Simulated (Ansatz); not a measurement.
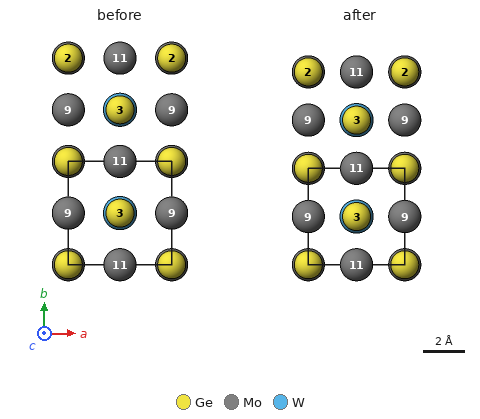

The structure of solid Ge$_{8}$Mo$_{3}$W (a generated structure, set up in P4/mmm) (coarse preliminary run) before (left) and after (right) a relaxation, at one scale.

The picture is a spheres-only view of the cell of the calculation, repeated 1 × 2 × 1 with one cell outlined, seen along the c axis.

Computed with DFT PBE, scalar-relativistic, plane waves, PAW (Ansatz 0.2.0).

Input
```yaml
crystal:
  lattice:
    - [5.05650633, 0.0, 0.0]
    - [0.0, 5.05650633, 0.0]
    - [0.0, 0.0, 8.82241426]
  atoms:
    - { symbol: Ge, position: [0.0, 0.5, 0.33329999] }
    - { symbol: Ge, position: [0.0, 0.0, 0.83329999] }
    - { symbol: Ge, position: [0.5, 0.5, 0.83329999] }
    - { symbol: Ge, position: [0.5, 0.0, 0.33329999] }
    - { symbol: Ge, position: [0.0, 0.5, 0.66670001] }
    - { symbol: Ge, position: [0.0, 0.0, 0.16670001] }
    - { symbol: Ge, position: [0.5, 0.5, 0.16670001] }
    - { symbol: Ge, position: [0.5, 0.0, 0.66670001] }
    - { symbol: Mo, position: [0.0, 0.5, 0.0] }
    - { symbol: Mo, position: [0.0, 0.0, 0.5] }
    - { symbol: Mo, position: [0.5, 0.0, 0.0] }
    - { symbol: W, position: [0.5, 0.5, 0.5] }
basis:
  ecutwfc: 420
kpoints:
  mp_grid: { grid: [4, 4, 2] }
hamiltonian:
  xc: pbe
scf:
  occupations: { method: gaussian, width: 0.1 }
  lower_state_search: "off"
output:
  forces: true
  stress: true
  eigenvalues: true
relax:
  adjacent_minimum: "off"
  f_tol: 0.04
  max_steps: 70
  cell: { stress_tol: 0.4 }
```

Command:
```bash
ansatz run input.yaml --threads 1 --pin off --max-ram 2560MiB --backend cpu --events-out ev --progress --plain --runs-dir out
```

What changed between the two?

The largest moves relative to the cell, 0.041 Å, are those of Ge3 and Ge7. Ge7 goes along −c. Mo and W stay in place. The volume changes by −18.1 %, with a = b 5.057 → 4.720 Å (−6.7 %), c 8.822 → 8.291 Å (−6.0 %). Among the contacts that change: Ge3–Ge7 2.941 → 2.681 Å, Ge2–Ge6 2.941 → 2.687 Å, Ge1–Ge5 2.941 → 2.696 Å, Ge3–Mo11 2.925 → 2.714 Å. The space group stays P4/mmm (No. 123). Over 4 accepted moves (5 points after the start) the energy falls by 281 meV per atom. Largest force component: 0.76 eV/Å at the start, 0.0029 eV/Å at the end. The pressure goes from −20.61 to 0.00 GPa. At 1 point the geometry stayed and the basis and grid were re-selected for the new cell (energy shift of 0.8 meV per atom at most each time).
